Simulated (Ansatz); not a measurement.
Response to strain in Ir

Start from Ir in the fcc (Cu type) structure (space group Fm-3m, No. 225; a = 3.845 Å; relaxed with 0.1 eV smearing). Axes: x, y, z lie along the cube axes.

Strains are applied to the cell and any free atomic positions relax; under biaxial strain the out-of-plane vector relaxes too.

Level of theory: r2SCAN (Ansatz, a program for electronic structure), scalar-relativistic without spin-orbit coupling.

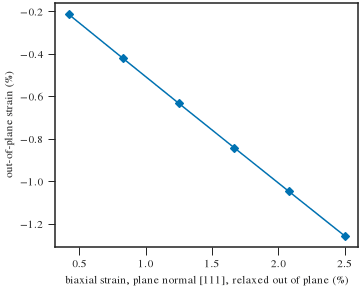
Figure. Out-of-plane strain against biaxial strain, plane normal [111], relaxed out of plane

```csv
"biaxial strain, plane normal [111], relaxed out of plane (%)",out-of-plane strain
0.42,-0.21 %
0.83,-0.42 %
1.25,-0.63 %
1.67,-0.84 %
2.08,-1.05 %
2.5,-1.26 %
```

Stability against distortions was not tested. The final runs are not spin-polarised.
